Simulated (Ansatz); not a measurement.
# Geometry relaxation of TaH$_{3}$ClOF$_{3}$ (part 1 of 2)

The run: geometry relaxation of TaH$_{3}$ClOF$_{3}$. Method and program: RHF/def2-SVP (Ansatz 0.2.0).

It belongs to a series of runs on one base structure; here: end point B relaxed. Figures and captions count atoms from 1; the log counts them from 0 in places.

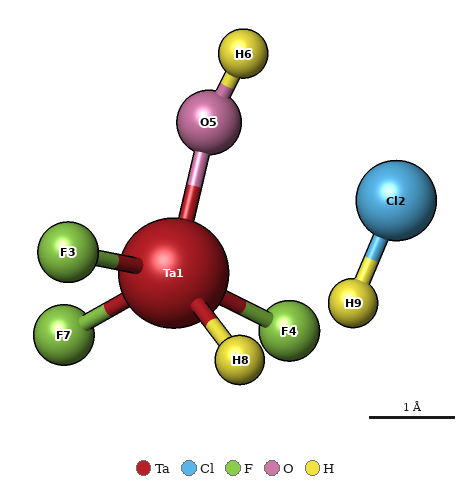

Figure 1. The input geometry (ball-and-stick view, seen at a tilt; atoms are numbered from 1 in the order of the input). Sticks mark near contacts. Bond lengths as drawn: Cl–H 1.32 Å, F–Ta 1.86 to 1.89 Å, H–O 0.94 Å, H–Ta 1.79 Å and O–Ta 1.85 Å.

**Input**
```yaml
crystal:
  periodic: [false, false, false]
  atoms:
    - { symbol: Ta, position_ang: [-0.607087, -0.497857, 0.204982] }
    - { symbol: Cl, position_ang: [2.852311, 0.667653, 0.618048] }
    - { symbol: F, position_ang: [-0.682777, -0.744283, 2.072409] }
    - { symbol: F, position_ang: [-0.203577, -0.681106, -1.626284] }
    - { symbol: O, position_ang: [-0.617014, 1.352812, 0.244236] }
    - { symbol: H, position_ang: [-0.243651, 2.208266, 0.383736] }
    - { symbol: F, position_ang: [-2.229308, -1.381166, -0.019124] }
    - { symbol: H, position_ang: [0.888528, -1.45622, 0.38476] }
    - { symbol: H, position_ang: [2.547975, -0.618899, 0.566438] }
basis:
  gaussian: { orbitals: def2-SVP }
hamiltonian:
  xc: hf
relax:
  f_tol: 0.03
  max_steps: 50
output:
  orbitals: {}
```

Run on 2 threads of Intel Xeon (Granite Rapids), 32 GiB of memory available, shared host.

Launched with:
```bash
ansatz run input.yaml --threads 2 --pin off --max-ram 3072MiB --backend cpu --events-out ev --progress --plain --runs-dir out
```

**The program's output**
```
The last accepted step is kept in [file] (removed where the run ends without a failure and the disk answers)
Engine: ansatz 0.2.0, x86_64-unknown-linux-gnu
Functional definition: HF
  exchange = exact_x
  correlation = 0
1237 factors; integrals over basis functions are off by at most 3.4e-4 eV
mean field evaluation 1: about -24226.7821 eV, gradient 6.2e1 eV
mean field evaluation 2: about -24226.9306 eV, gradient 6.2e1 eV
mean field evaluation 4: about -24234.2056 eV, gradient 3.1e0 eV
mean field evaluation 8: about -24234.2878 eV, gradient 3.6e-1 eV
mean field -24234.28859280 eV, -890.5936791946 hartree, gradient 2.2e-5 eV, S^2 0.000000; 0 other end points of the search recorded, 0 dependent functions left out
the calculation of the forces begins
reference -24234.28859280 eV, -890.5936791946 hartree; 34, 34 occupied and 87, 87 virtual orbitals, 1237 factors
relax step   1: F+E_penalty+E_count = -24234.28859280 eV  Δ(F+E_penalty+E_count) = +0.000e0 eV  max|allowed force component| = 1.477e0 eV/Å  Δτ_max = 0.0000 Å  (38 SCF iters, accepted)
these checks for a lower state are left out or cut short: starts, cluster_reference, orbital_swaps, neighbouring_geometries, increment
1237 factors; integrals over basis functions are off by at most 3.2e-4 eV
mean field evaluation 16: about -24234.0898 eV, gradient 5.8e-1 eV
mean field -24234.36908612 eV, -890.5966372695 hartree, gradient 1.8e-5 eV, S^2 0.000000; 0 other end points of the search recorded, 0 dependent functions left out
[... from here on the field's lines of each further geometry are left out, up to the last ...]
relax step   2: F+E_penalty+E_count = -24234.36908612 eV  Δ(F+E_penalty+E_count) = -8.049e-2 eV  max|allowed force component| = 7.499e-1 eV/Å  Δτ_max = 0.1998 Å  (39 SCF iters, accepted)
relax step   3: F+E_penalty+E_count = -24234.38254669 eV  Δ(F+E_penalty+E_count) = -1.346e-2 eV  max|allowed force component| = 1.310e0 eV/Å  Δτ_max = 0.1963 Å  (38 SCF iters, accepted)
relax step   4: F+E_penalty+E_count = -24234.42476459 eV  Δ(F+E_penalty+E_count) = -4.222e-2 eV  max|allowed force component| = 1.514e-1 eV/Å  Δτ_max = 0.2000 Å  (39 SCF iters, accepted)
relax step   5: F+E_penalty+E_count = -24234.42831326 eV  Δ(F+E_penalty+E_count) = -3.549e-3 eV  max|allowed force component| = 7.700e-2 eV/Å  Δτ_max = 0.0543 Å  (39 SCF iters, accepted)
relax step   6: F+E_penalty+E_count = -24234.43127845 eV  Δ(F+E_penalty+E_count) = -2.965e-3 eV  max|allowed force component| = 9.828e-2 eV/Å  Δτ_max = 0.1283 Å  (39 SCF iters, accepted)
relax step   7: F+E_penalty+E_count = -24234.43197021 eV  Δ(F+E_penalty+E_count) = -6.918e-4 eV  max|allowed force component| = 8.350e-2 eV/Å  Δτ_max = 0.0236 Å  (40 SCF iters, accepted)
relax step   8: F+E_penalty+E_count = -24234.43470053 eV  Δ(F+E_penalty+E_count) = -2.730e-3 eV  max|allowed force component| = 3.843e-1 eV/Å  Δτ_max = 0.0469 Å  (40 SCF iters, accepted)
relax step   9: F+E_penalty+E_count = -24234.43627295 eV  Δ(F+E_penalty+E_count) = -1.572e-3 eV  max|allowed force component| = 5.468e-1 eV/Å  Δτ_max = 0.0428 Å  (40 SCF iters, accepted)
relax step  10: F+E_penalty+E_count = -24234.38163654 eV  Δ(F+E_penalty+E_count) = +5.464e-2 eV  max|allowed force component| = 2.558e0 eV/Å  Δτ_max = 0.1931 Å  (39 SCF iters, rejected (line search))
relax step  11: F+E_penalty+E_count = -24234.44499929 eV  Δ(F+E_penalty+E_count) = -8.726e-3 eV  max|allowed force component| = 1.207e-1 eV/Å  Δτ_max = 0.0966 Å  (38 SCF iters, accepted)
relax step  12: F+E_penalty+E_count = -24234.43158012 eV  Δ(F+E_penalty+E_count) = +1.342e-2 eV  max|allowed force component| = 1.464e0 eV/Å  Δτ_max = 0.0982 Å  (38 SCF iters, rejected (line search))
relax step  13: F+E_penalty+E_count = -24234.44627120 eV  Δ(F+E_penalty+E_count) = -1.272e-3 eV  max|allowed force component| = 8.303e-2 eV/Å  Δτ_max = 0.0186 Å  (40 SCF iters, accepted)
relax step  14: F+E_penalty+E_count = -24234.44837156 eV  Δ(F+E_penalty+E_count) = -2.100e-3 eV  max|allowed force component| = 1.594e-1 eV/Å  Δτ_max = 0.0486 Å  (39 SCF iters, accepted)
relax step  15: F+E_penalty+E_count = -24234.44894622 eV  Δ(F+E_penalty+E_count) = -5.747e-4 eV  max|allowed force component| = 9.724e-2 eV/Å  Δτ_max = 0.0750 Å  (40 SCF iters, accepted)
relax step  16: F+E_penalty+E_count = -24234.44995098 eV  Δ(F+E_penalty+E_count) = -1.005e-3 eV  max|allowed force component| = 1.598e-1 eV/Å  Δτ_max = 0.0277 Å  (40 SCF iters, accepted)
relax step  17: F+E_penalty+E_count = -24234.45048234 eV  Δ(F+E_penalty+E_count) = -5.314e-4 eV  max|allowed force component| = 1.071e-1 eV/Å  Δτ_max = 0.0181 Å  (40 SCF iters, accepted)
relax step  18: F+E_penalty+E_count = -24234.45109565 eV  Δ(F+E_penalty+E_count) = -6.133e-4 eV  max|allowed force component| = 2.614e-2 eV/Å  Δτ_max = 0.0409 Å  (40 SCF iters, accepted)
the calculation of the forces begins
reference -24234.45129606 eV, -890.5996584290 hartree; 34, 34 occupied and 87, 87 virtual orbitals, 1237 factors
relax step  19: F+E_penalty+E_count = -24234.45129606 eV  Δ(F+E_penalty+E_count) = -2.004e-4 eV  max|allowed force component| = 1.503e-2 eV/Å  Δτ_max = 0.0305 Å  (41 SCF iters, accepted)
1237 factors; integrals over basis functions are off by at most 3.0e-4 eV
mean field evaluation 192: about -24234.4513 eV, gradient 2.2e-5 eV
```

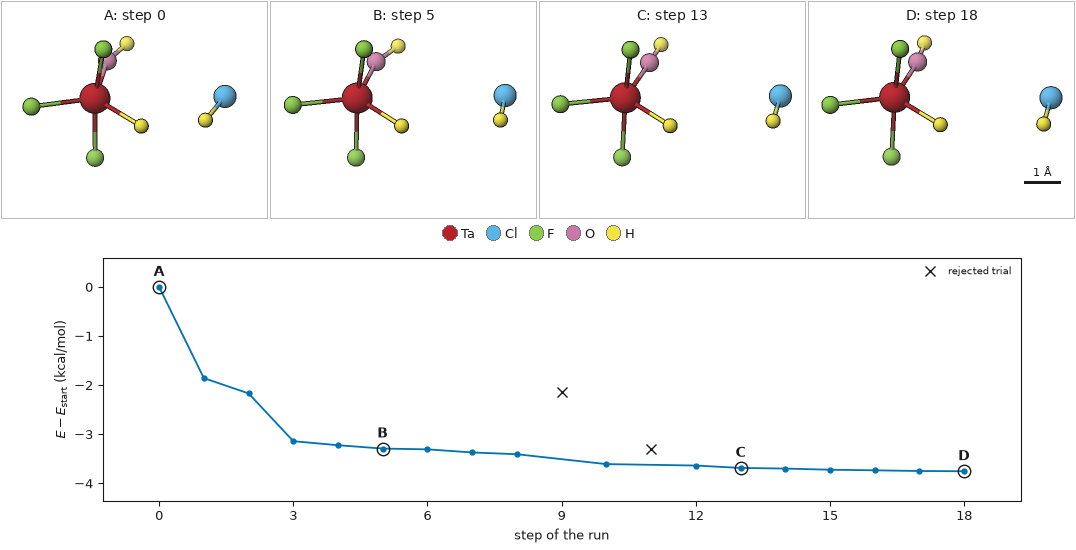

Figure 2. Frames of the relaxation (ball-and-stick view, seen at a tilt) above the curves, on which the letters mark them (the first geometry is step 0 here and step 1 in the log).

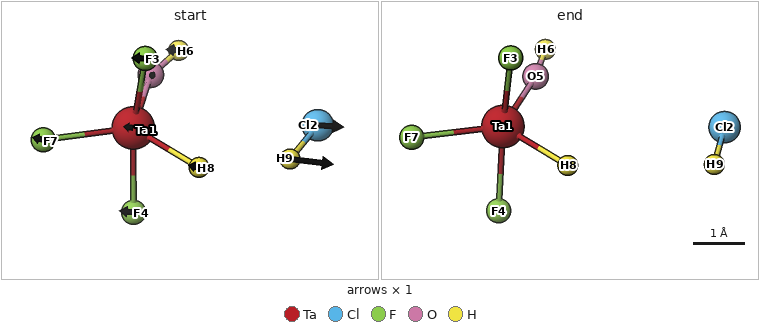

Figure 3. Before (left) and after (right) the relaxation, at one scale (ball-and-stick view, seen at a tilt). The black arrows give the displacements, at true length. H9 moves most after the best rigid fit: 0.88 Å. By element the largest moves are H 0.88 Å, Cl 0.53 Å, F 0.29 Å, Ta 0.21 Å, O 0.12 Å. Among the contacts that change: Cl2–H9 1.323 → 1.272 Å, Ta1–H8 1.785 → 1.745 Å, Ta1–F7 1.861 → 1.871 Å, Ta1–O5 1.851 → 1.843 Å. Among the angles that change: Ta1–O5–H6 155.1° → 171.3°, O5–Ta1–H8 122.6° → 112.4°, O5–Ta1–F7 118.2° → 126.5°. Over 18 geometry steps the energy falls by 3.75 kcal/mol. Largest force component: 1.5 eV/Å at the start, 0.015 eV/Å at the end. The line search rejected the trial steps at points 9, 11 (counted from 0) and went back. (Atoms are counted from 1 in the order of the input.)

```
mean field -24234.45129606 eV, -890.5996584290 hartree, gradient 1.6e-5 eV, S^2 0.000000; 1 other end points of the search recorded, 0 dependent functions left out
the calculation of the forces begins
reference -24234.45129606 eV, -890.5996584290 hartree; 34, 34 occupied and 87, 87 virtual orbitals, 1237 factors
Total energy: -24234.45129606 eV, -890.5996584290 hartree
Atom 0 at    -0.808906    -0.528040     0.190658 Å, force     0.013762     0.015029     0.001705 eV/Å
Atom 1 at     3.368269     0.752234     0.697115 Å, force     0.000044     0.002645     0.000226 eV/Å
Atom 2 at    -0.957039    -0.825668     2.046788 Å, force     0.002054     0.000393    -0.011798 eV/Å
Atom 3 at    -0.490173    -0.724985    -1.657504 Å, force    -0.001233    -0.000893     0.012574 eV/Å
Atom 4 at    -0.522286     1.290474     0.276266 Å, force    -0.008180    -0.010407    -0.000675 eV/Å
Atom 5 at    -0.516743     2.232358     0.299704 Å, force     0.002570    -0.001654     0.000140 eV/Å
Atom 6 at    -2.455777    -1.386170    -0.040190 Å, force    -0.004697    -0.004672    -0.001236 eV/Å
Atom 7 at     0.668621    -1.442447     0.352084 Å, force    -0.004647     0.004683    -0.000566 eV/Å
Atom 8 at     3.419435    -0.518555     0.664280 Å, force     0.000328    -0.005123    -0.000370 eV/Å
Dipole moment:     0.187079     0.476743     0.033576 e Å
```

**Trajectory as extended XYZ (Å, eV, eV/Å), 19 frames, from step=1 to step=19**
```
9
Properties=species:S:1:pos:R:3:forces:R:3 step=1 energy=-24234.28859
Ta   -0.6071   -0.4979    0.2050    0.2357  -0.2138   0.0455
Cl    2.8523    0.6677    0.6180   -0.2180  -1.3333  -0.0397
F    -0.6828   -0.7443    2.0724    0.0093  -0.0060  -0.0118
F    -0.2036   -0.6811   -1.6263    0.0041   0.0033   0.0039
O    -0.6170    1.3528    0.2442   -0.0096  -0.0796  -0.0016
H    -0.2437    2.2083    0.3837    0.0160   0.0143  -0.0075
F    -2.2293   -1.3812   -0.0191    0.0061   0.0054   0.0003
H     0.8885   -1.4562    0.3848   -0.5694   0.1324  -0.0678
H     2.5480   -0.6189    0.5664    0.5257   1.4772   0.0787
9
Properties=species:S:1:pos:R:3:forces:R:3 step=2 energy=-24234.36909
Ta   -0.6486   -0.5117    0.2011   -0.7499   0.0803  -0.0991
Cl    2.9648    0.7205    0.6341   -0.1390  -0.6611  -0.0230
F    -0.7090   -0.7549    2.0692   -0.0048   0.0146   0.0673
F    -0.2321   -0.6885   -1.6280    0.0176   0.0139  -0.0608
O    -0.6270    1.3384    0.2425    0.1263   0.1924   0.0394
H    -0.2378    2.1879    0.3801   -0.0049  -0.0374  -0.0171
F    -2.2760   -1.3818   -0.0239   -0.0670  -0.0134  -0.0075
H     0.7362   -1.5088    0.3666    0.5807  -0.2505   0.0639
H     2.7350   -0.5520    0.5876    0.2411   0.6612   0.0370
9
Properties=species:S:1:pos:R:3:forces:R:3 step=3 energy=-24234.38255
Ta   -0.6824   -0.5121    0.1972   -0.1423   0.0317  -0.0146
Cl    2.9217    0.7334    0.6333    0.0328  -1.2847  -0.0220
F    -0.7423   -0.7533    2.0663   -0.0365   0.0002   0.0422
F    -0.2649   -0.6884   -1.6323   -0.0238   0.0031  -0.0515
O    -0.6396    1.3392    0.2412    0.0601   0.0984   0.0217
H    -0.2401    2.1836    0.3788   -0.0136  -0.0367  -0.0149
F    -2.3143   -1.3753   -0.0276   -0.0810  -0.0403  -0.0112
H     0.7388   -1.4975    0.3665    0.1584  -0.0819   0.0169
H     2.9284   -0.5804    0.6057    0.0459   1.3101   0.0333
9
Properties=species:S:1:pos:R:3:forces:R:3 step=4 energy=-24234.42476
Ta   -0.7289   -0.5260    0.1926   -0.1514   0.0784  -0.0216
Cl    2.9945    0.7583    0.6412   -0.0001   0.1350   0.0045
F    -0.8119   -0.7715    2.0624   -0.0082  -0.0015  -0.0418
F    -0.3332   -0.7033   -1.6438   -0.0227  -0.0042   0.0378
O    -0.6346    1.3259    0.2429    0.0566  -0.0858   0.0144
H    -0.2099    2.1575    0.3778   -0.0086   0.0152  -0.0068
F    -2.3769   -1.3670   -0.0343    0.0183   0.0058   0.0011
H     0.6939   -1.5188    0.3601    0.0889  -0.0174   0.0120
H     3.1124   -0.5060    0.6303    0.0272  -0.1255   0.0005
9
Properties=species:S:1:pos:R:3:forces:R:3 step=5 energy=-24234.42831
Ta   -0.7460   -0.5293    0.1914   -0.0770   0.0306  -0.0190
Cl    3.0252    0.7800    0.6298    0.0074   0.0484   0.0035
F    -0.8443   -0.7859    2.0571    0.0013  -0.0039   0.0184
F    -0.3612   -0.7133   -1.6449   -0.0002  -0.0053  -0.0190
O    -0.6241    1.3188    0.2470    0.0664  -0.0230   0.0204
H    -0.1902    2.1460    0.3812   -0.0261   0.0085  -0.0102
F    -2.3959   -1.3643   -0.0392   -0.0428  -0.0123  -0.0059
H     0.6823   -1.5179    0.3599    0.0593  -0.0018   0.0111
H     3.1596   -0.4849    0.6471    0.0117  -0.0411   0.0008
9
Properties=species:S:1:pos:R:3:forces:R:3 step=6 energy=-24234.43128
Ta   -0.7879   -0.5428    0.1862    0.0319   0.0951   0.0061
Cl    3.1415    0.8340    0.6268   -0.0097   0.0041   0.0019
F    -0.9045   -0.8137    2.0485    0.0095  -0.0078   0.0150
F    -0.4223   -0.7350   -1.6525    0.0147  -0.0116  -0.0140
O    -0.6103    1.3005    0.2521    0.0768  -0.0983   0.0175
H    -0.1580    2.1187    0.3840   -0.0501   0.0010  -0.0133
F    -2.4503   -1.3560   -0.0471   -0.0445  -0.0167  -0.0042
H     0.6543   -1.5226    0.3573   -0.0316   0.0404  -0.0086
H     3.2428   -0.4340    0.6739    0.0029  -0.0062  -0.0005
```
